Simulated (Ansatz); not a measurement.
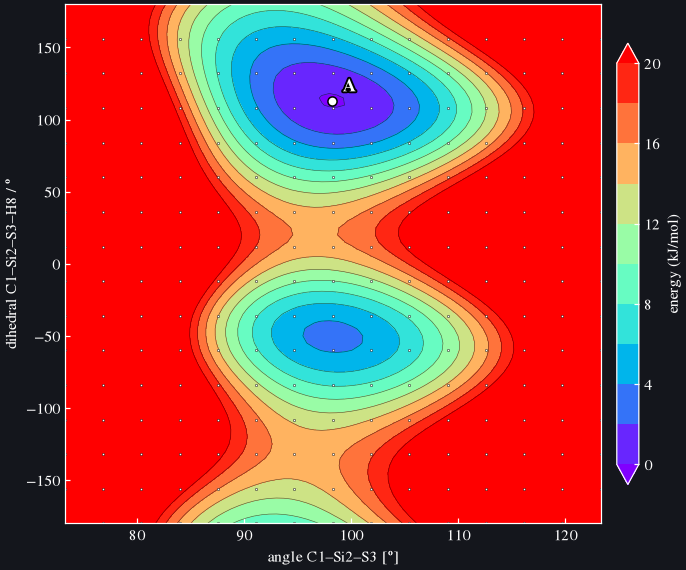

CH₅SSi, SMILES C[SiH-]S, charge −1. First axis: angle C1–Si2–S3. Second axis: dihedral C1–Si2–S3–H8. Nothing is relaxed (all other coordinates rigid). Grid: 15 × 15 points. Energies are in kJ/mol, from the lowest grid point. Theory: RKS PBE-D4/def2-SVPD in Ansatz 0.2.0.

In the figure: filled contours, dots at the grid points, one colour for all values above the top of the scale, the well A. Between grid points the surface is interpolated.

### Where is the minimum, and how stiff is the well along each coordinate? Take the well at A.

The interpolated minimum is at angle C1–Si2–S3 ≈ 98.2°, dihedral C1–Si2–S3–H8 ≈ 113°. The curvatures there are about 4.7 eV/rad² and 0.27 eV/rad², with a cross term of about 0.26 eV/rad². Round the minimum the valley is somewhat tilted: raising angle C1–Si2–S3 shifts the best value of dihedral C1–Si2–S3–H8 downwards (coupling k₁₂/√(k₁₁k₂₂) about 0.2). (1 eV is 96.5 kJ/mol.)
